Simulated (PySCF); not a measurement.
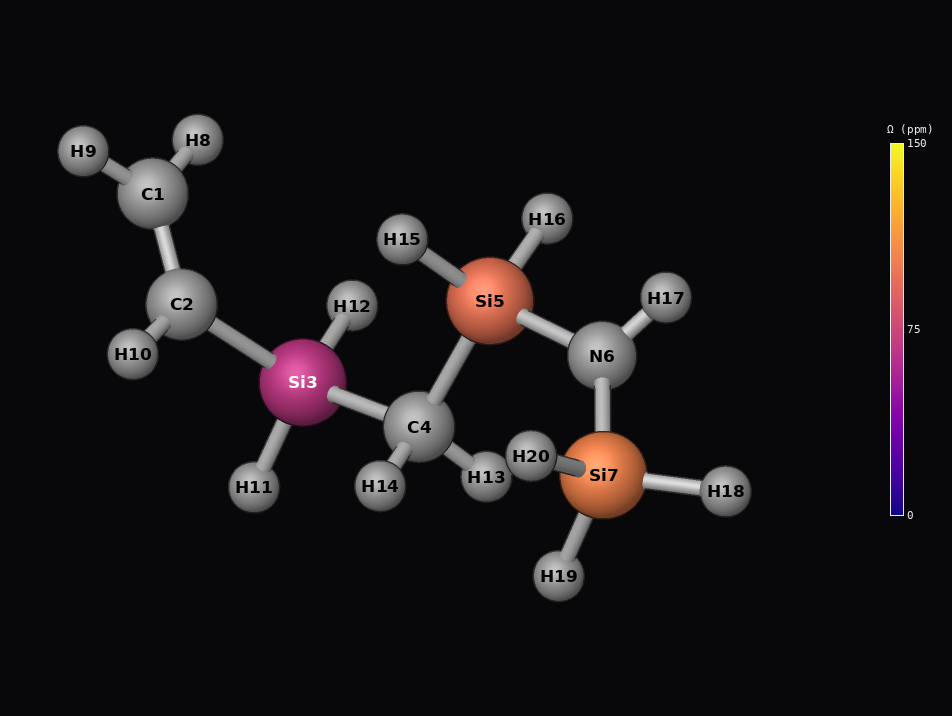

The Si atoms are coloured by the span of their shielding tensor. The geometry was computed by an optimisation with GFN2-xTB. No frequency run is at hand to confirm it as a minimum. Level of theory: GIAO PBE0/pcSseg-1 NMR shielding, non-relativistic, gas phase (PySCF 2.14.0). Principal shieldings σ11 ≤ σ22 ≤ σ33, span Ω = σ33 − σ11, skew κ = 3(σiso − σ22)/Ω.

Give the shielding tensors of the Si atoms.

| atom | σ11 | σ22 | σ33 | σiso | Ω | κ |
| --- | --- | --- | --- | --- | --- | --- |
| Si3 | 357.4 | 395.6 | 425.0 | 392.7 | 67.6 | −0.13 |
| Si5 | 330.4 | 377.8 | 428.8 | 379.0 | 98.4 | 0.04 |
| Si7 | 365.0 | 394.1 | 469.4 | 409.5 | 104.4 | 0.44 |

Shieldings and span in ppm.

The geometry is semi-empirical. Around Si such bond lengths and angles can be off by a tenth of an ångström or more and by several degrees, and values that hang on the shape move with them.
